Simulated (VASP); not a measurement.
Band structure of PdS (sg84). These are PBEsol GGA, VASP's PBE PAW potentials (set 64) (plane waves; VASP) values and carry that method's errors.

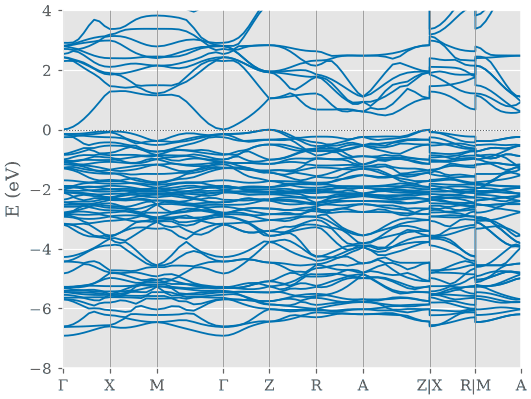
Bands along high-symmetry lines, zero at the valence-band maximum or, without a gap, the Fermi level

### Question
Read the plot: is there a gap, and where are the band edges?

### Answer
It has no gap at this level: it comes out as a metal or semimetal. (Edges off the drawn lines would not show.)

The compound is PdS in the sg84 structure. It was relaxed first.
